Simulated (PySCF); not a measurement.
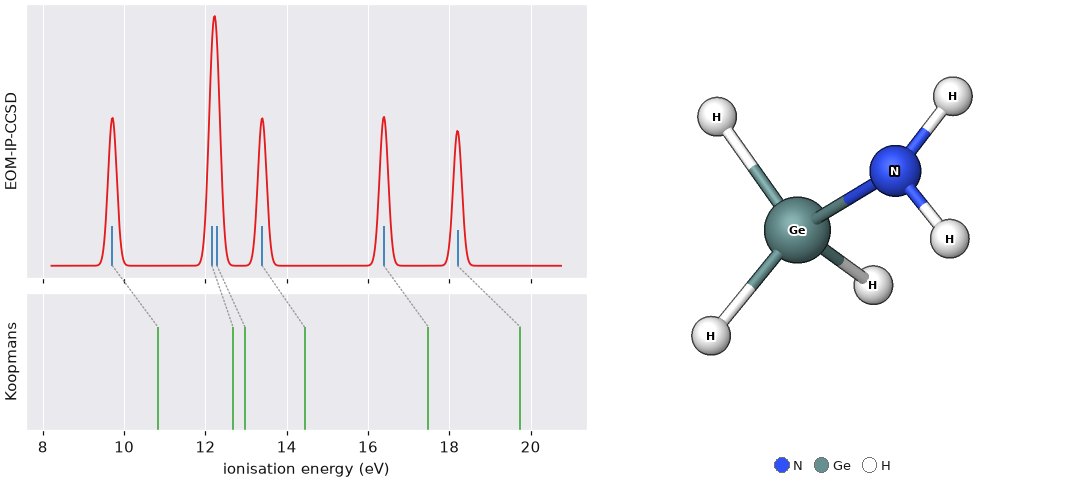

Valence photoelectron lines of GeNH₅, SMILES [NH2][GeH3], singlet: vertical EOM-IP-CCSD/aug-cc-pVDZ (frozen core, PySCF, at a PBE0-D3(BJ)/def2-SVP geometry (no frequency check); 6 lines, one for each of the 6 highest orbitals, so a line of a deeper orbital can be missing among them) above, Hartree-Fock orbital energies with the sign turned below, non-relativistic; dotted lines join each line to its leading orbital. Stick heights are one-hole weights (summed over degenerate lines), not cross-sections; Gaussian width 0.25 eV.

Question: Do correlation and relaxation change the order of the lines?

Answer: Not among these holes, which come in the order of the orbitals, HOMO, HOMO−1, HOMO−2, HOMO−3, HOMO−4, HOMO−5.

Question: What is the first vertical ionisation energy, and how far is Koopmans' value off?

Answer: 9.71 eV from the HOMO; Koopmans gives 10.83 eV, 1.12 eV too high.

Note: small basis, so the lines can lie some tenths of an eV too low.
